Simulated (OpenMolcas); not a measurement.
# Mo³⁺ among point charges: CASSCF levels and susceptibility

Aim: the splitting of the states of Mo³⁺ in the field of 6 point charges, its lowest levels with spin-orbit coupling and its magnetic susceptibility.

Program: OpenMolcas 26.06. Level of theory: state-averaged CASSCF, spin-orbit coupling by RASSI with atomic mean-field integrals. These are calculated values, not measurements, unless marked.

1 further run of the same task is left out (it didn't finish).

## 1. The system

* Species: Mo³⁺ (molybdenum, Z = 42, 39 electrons)
* Basis: ANO-RCC-VTZP [7s6p4d2f1g], 68 functions
* Scalar Hamiltonian: DKH2, point nucleus
* Inactive shells: 1s 2s 2p 3s 3p 3d 4s 4p
* Active space: 3 electrons in 5 orbitals (4d)
* Some configurations of this space: 4d³
* Orbitals: optimised for each spin and parity, averaged over all roots

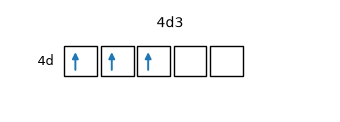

Occupation of the outer shells (arrows by Hund's rule).

The ion sits among 6 point charges of -1.7 e arranged as a tetragonal octahedron (D4h), 2.13 Å from the ion, with the axial distance 2.236 Å. The active orbitals were held to one l.

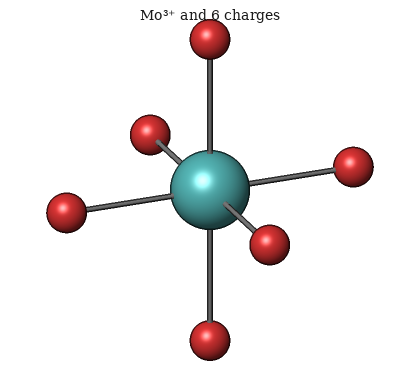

The ion and the point charges (red).

The work runs as a chain of OpenMolcas steps in one folder; each step below is one input file. Labels, J, g values, rates, χT and fits are worked out afterwards by a script from the matrices that RASSI stores. The input lists half of the charges; inversion (Group=XYZ) makes the rest.

## 2. Basis and integrals

a.inp

```
&GATEWAY
Coord
1

Mo 0.0 0.0 0.0
Basis=ANO-RCC-VTZP
Group=XYZ
NoMove
AngMom=0.0 0.0 0.0
AMFI
XField
3 Angstrom 0
2.130000 0.000000 0.000000 -1.700000
0.000000 2.130000 0.000000 -1.700000
0.000000 0.000000 2.236500 -1.700000
&SEWARD
```

Started as:

```bash
$ OMP_NUM_THREADS=1 MOLCAS_MEM=1689 MOLCAS_PROJECT=a pymolcas a.inp > a.log
```

## 3. Reference wave functions, quartets of even parity, 10 roots

a.inp

```
&RASSCF
FileOrb=start.orb
Symmetry=1
Spin=4
nActEl=3 0 0
Inactive=9 9
Ras2=5 0
CIRoot=10 10 1
SDav=10
CIMx=300
Iter=120 100
PrWF=0.3
OrbListing=Nothing
MaxOrb=0
SupSym
1
20 4 5 6 7 8 10 11 12 13 14 18 19 20 21 22 23 24 25 26 27
0
>>> COPY $Project.JobIph JOB001
```

start.orb holds the contracted functions of the basis, ordered by shell, or the orbitals of the step before.

## 4. CASSCF: doublets of even parity, 40 roots

a.inp

```
&RASSCF
FileOrb=start.orb
Symmetry=1
Spin=2
nActEl=3 0 0
Inactive=9 9
Ras2=5 0
CIRoot=40 40 1
SDav=40
CIMx=300
Iter=120 100
PrWF=0.3
OrbListing=Nothing
MaxOrb=0
SupSym
1
20 4 5 6 7 8 10 11 12 13 14 18 19 20 21 22 23 24 25 26 27
0
>>> COPY $Project.JobIph JOB002
```

## 5. RASSI: spin-orbit coupling between the states

a.inp

```
&RASSI
NrOfJobIphs=2 10 40
1 2 3 4 5 6 7 8 9 10
1 2 3 4 5 6 7 8 9 10 11 12 13 14 15 16 17 18 19 20 21 22 23 24 25 26 27
28 29 30 31 32 33 34 35 36 37 38 39 40
IphNames
JOB001
JOB002
EJob
SpinOrbit
DIPRint=1.0
SOCoupling=1000.0
Subsets=2
Property=9
'ANGMOM' 1 'ANGMOM' 2 'ANGMOM' 3 'MLTPL  1' 1 'MLTPL  1' 2 'MLTPL  1' 3
'AMFI' 1 'AMFI' 2 'AMFI' 3
SOProperty=3
'ANGMOM' 1 'ANGMOM' 2 'ANGMOM' 3
```

What does the calculation give? Wanted: spin-free ground state; first state of the same spin within the active space; lowest level; next level.

The runs gave:

| quantity | value |
| --- | --- |
| method | CASSCF |
| spin-free ground state | 4B1, 1-fold in its orbital part |
| first state of the same spin within the active space | 4E at 7730 cm⁻¹ |
| lowest level | 2-fold E3/2, g = 1.74, 3.45, 3.45 |
| next level | 7.3 cm⁻¹ |
| χT at 300 K | 1.48 cm³ K/mol |
| effective moment at 300 K | 3.44 μB |

What this shows: The spin-free ground state (4B1) comes to 100 % from free-ion F terms and keeps the highest spin of the shell. χT at 300 K is 1.48, against 1.88 cm³ K/mol for the spin alone, so spin-orbit coupling lowers it. The field of point charges can differ much from that of real complexes. Point charges carry no covalency, so the field is a model and not that of real ligands.
